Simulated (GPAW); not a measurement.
## TiC (Fm-3m): the Ti K absorption edge

How does the Ti K edge of TiC (Fm-3m) move when the bonds are compressed or stretched?

Method: X-ray absorption from dipole matrix elements to empty bands, plane-wave PAW PBE, in GPAW 26.7.0.

The database entry behind the starting cell differs from later determinations by our own check (0.1 to 0.3 % short, probably kX units), so it need not match the best structure at ambient conditions.

## 1. Set-up

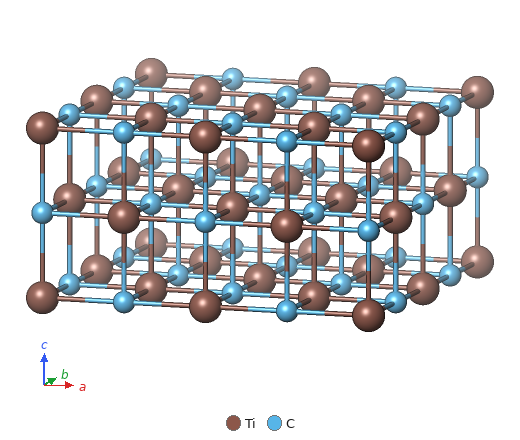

Start, viewed slightly off an axis; titanium brown, carbon blue. 2×2×1 cells are drawn. This picture shows the conventional cell, with its axes. Some periodic images of atoms are drawn too.

As a file:

```
Ti C
1.0
     0.00000    2.15930    2.15930
     2.15930    0.00000    2.15930
     2.15930    2.15930    0.00000
Ti C
1 1
Direct
  0.00000 0.00000 0.00000
  0.50000 0.50000 0.50000
```

## 2. Ground state of the crystal

The ground state comes first: it tells whether the system has a gap, which decides how the excited electron is treated.

Input file scf.py:

```python
import numpy as np
from ase import Atoms
from ase.parallel import parprint, paropen
from gpaw import GPAW, PW, FermiDirac, Mixer, MixerDif, setup_paths
from gpaw.test import gen
setup_paths.insert(0, '.')
gen('Ti', name='nch1s', xcname='PBE', corehole=(1, 0, 0), write_xml=True)
from gpaw.mpi import world
world.barrier()

atoms = Atoms('TiC',
    cell=[[0, 2.1593, 2.1593],
     [2.1593, 0, 2.1593],
     [2.1593, 2.1593, 0]],
    scaled_positions=[[0, 0, 0],
     [0.5, 0.5, 0.5]],
    pbc=True)
atoms.calc = calc = GPAW(legacy_gpaw=True, mode=PW(430, force_complex_dtype=True), xc='PBE', setups={0: 'nch1s'},
    kpts={'size': (10, 10, 10), 'gamma': True}, occupations=FermiDirac(0.05),
    charge=0, mixer=Mixer(0.1, 5, 50), maxiter=150,
    convergence={'density': 0.0001, 'eigenstates': 1e-6}, txt='scf.txt')
energy = atoms.get_potential_energy() + calc.get_reference_energy()
ef = calc.get_fermi_level()
out = dict(energy=energy, fermi=ef, forces=atoms.get_forces().tolist())
parprint(f'all-electron energy {energy:.4f} eV, Fermi level {ef:.4f} eV')
ev = np.array([[calc.get_eigenvalues(k, s) for k in range(len(calc.get_ibz_k_points()))] for s in range(calc.get_number_of_spins())])
out['homo'], out['lumo'], out['counts'] = ev[ev < ef].max(), ev[ev > ef].min(), sorted(set((ev < ef).sum((0, 2)).tolist()))
out['filled'] = (ev[:, 0] < ef).sum(1).tolist()
import json
with paropen('out.json', 'w') as f:
    json.dump(out, f)
```

Started as:

```sh
$ OMP_NUM_THREADS=1 mpirun -n 4 gpaw python scf.py
```

Numbers of over 12 decimals in the logs are rounded to 6 here.

What it wrote:

```text
Input parameters:
  convergence: {density: 0.0001,
                eigenstates: 1e-06}
  kpts: {gamma: True,
         size: (10, 10, 10)}
  maxiter: 150
  mixer: {backend: pulay,
          beta: 0.1,
          method: separate,
          nmaxold: 5,
          weight: 50}
  mode: {ecut: 430.0,
         force_complex_dtype: True,
         name: pw}
  occupations: {fixmagmom: False,
                name: fermi-dirac,
                width: 0.05}
  setups: {0: nch1s}
  xc: PBE

Initialize ...

[... PAW data sets ...]

Reference energy: -24251.642865  # eV

Spin-paired calculation

[... convergence settings ...]
Symmetries present (total): 48
  [... symmetry matrices ...]

1000 k-points: 10 x 10 x 10 Monkhorst-Pack grid + [1/20,1/20,1/20]
47 k-points in the irreducible part of the Brillouin zone
       k-points in crystal coordinates                weights
   0:     0.00000000    0.00000000    0.00000000          1/1000
   1:     0.10000000    0.10000000    0.00000000          6/1000
   2:     0.10000000    0.10000000    0.10000000          8/1000
   3:     0.20000000    0.10000000    0.10000000         12/1000
   4:     0.20000000    0.20000000    0.00000000          6/1000
   5:     0.20000000    0.20000000    0.10000000         24/1000
   6:     0.20000000    0.20000000    0.20000000          8/1000
   7:     0.30000000    0.20000000    0.10000000         24/1000
   8:     0.30000000    0.20000000    0.20000000         24/1000
   9:     0.30000000    0.30000000    0.00000000          6/1000
          ...
  46:     0.50000000    0.50000000    0.50000000          4/1000

Wave functions: Plane wave expansion
  Cutoff energy: 430.000 eV
  Number of coefficients (min, max): 395, 416
  Pulay-stress correction: 0.000000 eV/Ang^3 (de/decut=0.000000)
  Using FFTW library
  Wavefunction extrapolation:
    Improved wavefunction reuse through dual PAW basis

Occupation numbers: Fermi-Dirac:
  width: 0.0500  # eV

Eigensolver
   Davidson(niter=2)

Densities:
  Coarse grid: 15*15*15 grid
  Fine grid: 30*30*30 grid
  Total Charge: 0.000000

Density mixing:
  Method: separate
  Backend: pulay
  Linear mixing parameter: 0.1
  old densities: 5
  Width of damping distribution: 1.1
  Damping of long wavelength oscillations: 50

[... Hamiltonian set-up ...]
Number of atoms: 2
Number of atomic orbitals: 17
Number of bands in calculation: 14
Number of valence electrons: 16
Bands to converge: occupied

... initialized

Initializing position-dependent things.

Density initialized from atomic densities
Creating initial wave functions:
  14 bands from LCAO basis set

              C

       Ti

Atomic positions and initial magnetic moments

Positions:
   0 Ti     0.000000    0.000000    0.000000    ( 0.0000,  0.0000,  0.0000)
   1 C      2.159300    2.159300    2.159300    ( 0.0000,  0.0000,  0.0000)

Unit cell:
           periodic     x           y           z      points  spacing
  1. axis:    yes    0.000000    2.159300    2.159300    15     0.1662
  2. axis:    yes    2.159300    0.000000    2.159300    15     0.1662
  3. axis:    yes    2.159300    2.159300    0.000000    15     0.1662

  Lengths:   3.053711   3.053711   3.053711
  Angles:   60.000000  60.000000  60.000000

Effective grid spacing dv^(1/3) = 0.1814

iter:   1   -19.715976
iter:   2   -18.212427   -1.65  -0.89
iter:   3   -17.414304   -1.32  -1.07
iter:   4   -17.424145   -3.16  -1.55
iter:   5   -17.446024   -2.82  -1.53
iter:   6   -17.445068   -3.93  -2.59
iter:   7   -17.445059c  -5.41  -2.85
iter:   8   -17.445008c  -4.32  -2.86
iter:   9   -17.445004c  -5.89  -3.52
iter:  10   -17.444960c  -5.67  -3.54
iter:  11   -17.444955c  -6.09c -3.81
iter:  12   -17.444954c  -7.03c -4.31c

Converged after 12 iterations.

Dipole moment: (-0.000000, 0.000000, -0.000000) |e|*Ang

Energy contributions relative to reference atoms: (reference = -24251.642865)

Kinetic:        +16.840871
Potential:      -17.834331
External:        +0.000000
XC:             -16.537709
Entropy (-ST):   -0.002390
Local:           +0.087410
SIC:             +0.000000
--------------------------
Free energy:    -17.446149
Extrapolated:   -17.444954

Showing only first 2 kpts
 Kpt  Band  Eigenvalues  Occupancy
  0     6     11.02642    0.00000
  0     7     11.02642    0.00000
  0     8     12.00185    0.00000
  0     9     12.00185    0.00000

  1     6     10.47042    0.23170
  1     7     10.47043    0.23165
  1     8     10.74621    0.00105
  1     9     12.15977    0.00000

Fermi level: 10.36880

No gap
No difference between direct/indirect transitions

Forces in eV/Ang:
  0 Ti    0.00000   -0.00000    0.00000
  1 C     0.00000   -0.00000    0.00000
Scalar-relativistic atomic PBE calculation for Ti (Titanium, Z=22)
Core hole in 1s state (1s occupation: 2.0)
600 radial gridpoints.
|------------------------------------------------|
|------------------------------------------------|
[... the atom generator's iteration count ...]

Energy contributions:
-------------------------
Kinetic:     +860.511654
XC:           -41.917692
Potential:  -1672.060769
-------------------------
Total:       -853.466807

state      eigenvalue         ekin         rmax
-----------------------------------------------
1s^2.0 :  -178.884102   236.117456        0.046
2s^2.0 :   -19.728922    40.906723        0.269
2p^6.0 :   -16.326572    39.665249        0.220
3s^2.0 :    -2.301366     8.380954        0.869
3p^6.0 :    -1.428160     7.112963        0.902
3d^2.0 :    -0.156485     3.683416        0.981
4s^2.0 :    -0.164137     0.832643        2.921
4p^0.0 :    -0.053893     0.437167        3.813
-----------------------------------------------
(units: Bohr and Hartree)

Generating PAW setup
Kinetic energy of the core from tauc = 796.397006
Cutoffs:
rc(s)=2.400
rc(p)=2.000
rc(d)=2.000
rc(vbar)=1.800
rc(comp)=2.300
rc(nct)=2.400

Kinetic energy of the core states: 792.039849
Charge: 0.0
Core electrons: 10.0
Valence electrons: 12.0
Pseudo-core charge: 0.000001
Shape function alpha=1.890
Pseudo-electron charge 6.356241
state    eigenvalue         norm
--------------------------------
3s(2) :    -2.301366     0.296262
4s(2) :    -0.164137     0.992018
3p(6) :    -1.428160     0.433832
4p(0) :    -0.053893     0.982293
3d(2) :    -0.156485     0.588344
*d    :     0.843515
--------------------------------

Diagonalizing with gridspacing h=0.050

state   all-electron     PAW
-------------------------------
3s:      -2.301366    -2.301666
3p:      -1.428160    -1.428851
3d:      -0.156485    -0.156983
*f:                    0.063889
-------------------------------
all-electron energy -24269.0878 eV, Fermi level 10.3688 eV
```

Wall time 3.8 s (4 MPI ranks of Arm Neoverse V2, shared host); peak memory 0.16 GiB; 15 s of CPU time.

The mesh shows no gap, so the system is treated as a metal and the core electron is put at the Fermi level (neutral cell).

## 3. Supercell without a hole, the energy reference

The photon energy needs a difference of total energies, so the cell and mesh of the coming hole run are first run without a hole.

scf.py, as its differences from that of step 2:

```diff
@@ -10,11 +10,25 @@
 
-atoms = Atoms('TiC',
-    cell=[[0, 2.1593, 2.1593],
-     [2.1593, 0, 2.1593],
-     [2.1593, 2.1593, 0]],
+atoms = Atoms('Ti8C8',
+    cell=[[0, 4.3186, 4.3186],
+     [4.3186, 0, 4.3186],
+     [4.3186, 4.3186, 0]],
     scaled_positions=[[0, 0, 0],
-     [0.5, 0.5, 0.5]],
+     [0, 0, 0.5],
+     [0, 0.5, 0],
+     [0.5, 0, 0],
+     [0, 0.5, 0.5],
+     [0.5, 0, 0.5],
+     [0.5, 0.5, 0],
+     [0.5, 0.5, 0.5],
+     [0.25, 0.25, 0.25],
+     [0.25, 0.25, 0.75],
+     [0.25, 0.75, 0.25],
+     [0.75, 0.25, 0.25],
+     [0.25, 0.75, 0.75],
+     [0.75, 0.25, 0.75],
+     [0.75, 0.75, 0.25],
+     [0.75, 0.75, 0.75]],
     pbc=True)
 atoms.calc = calc = GPAW(legacy_gpaw=True, mode=PW(430, force_complex_dtype=True), xc='PBE', setups={0: 'nch1s'},
-    kpts={'size': (10, 10, 10), 'gamma': True}, occupations=FermiDirac(0.05),
+    kpts={'size': (5, 5, 5), 'gamma': True}, occupations=FermiDirac(0.1),
     charge=0, mixer=Mixer(0.1, 5, 50), maxiter=150,
```

What it wrote:

```text
Input parameters:
  convergence: {density: 0.0001,
                eigenstates: 1e-06}
  kpts: {gamma: True,
         size: (5, 5, 5)}
  maxiter: 150
  mixer: {backend: pulay,
          beta: 0.1,
          method: separate,
          nmaxold: 5,
          weight: 50}
  mode: {ecut: 430.0,
         force_complex_dtype: True,
         name: pw}
  occupations: {fixmagmom: False,
                name: fermi-dirac,
[...]
4s(2) :    -0.164137     0.992018
3p(6) :    -1.428160     0.433832
4p(0) :    -0.053893     0.982293
3d(2) :    -0.156485     0.588344
*d    :     0.843515
--------------------------------

Diagonalizing with gridspacing h=0.050

state   all-electron     PAW
-------------------------------
3s:      -2.301366    -2.301666
3p:      -1.428160    -1.428851
3d:      -0.156485    -0.156983
*f:                    0.063889
-------------------------------
all-electron energy -194152.7009 eV, Fermi level 10.3392 eV
[key lines of the parts left out:]
Converged after 20 iterations.
Dipole moment: (0.000000, -0.000000, -0.000000) |e|*Ang
Free energy:   -139.602366
Fermi level: 10.33916
```

Elapsed: 33 s, on 4 MPI ranks; peak memory 0.25 GiB; 2.2 min of CPU time.

Reference energy: -194152.701 eV with the cores included.

[end of part 1 of 4]

[Banner, clock and machine lines of the logs are left out without a mark of their own.]

[Logs are printed without paths, hosts, clocks, repeated set-up lines and the standing remarks that a program may print on its own settings, such as how far it seeks lower states.]

[Hosts, paths, dates, database ids (printed as entryN), source tags and the programs' standing remarks are cut or masked in the printed files.]

[Lists of maxima count a maximum above −3 eV only where it reaches 4 % of the highest in the window and stands out from its surroundings by 2 % of it (1.5 % where it reaches 55 %); shoulders and weaker maxima are passed over, and of the rest the first, up to two pre-edge ones and the few strongest are named.]
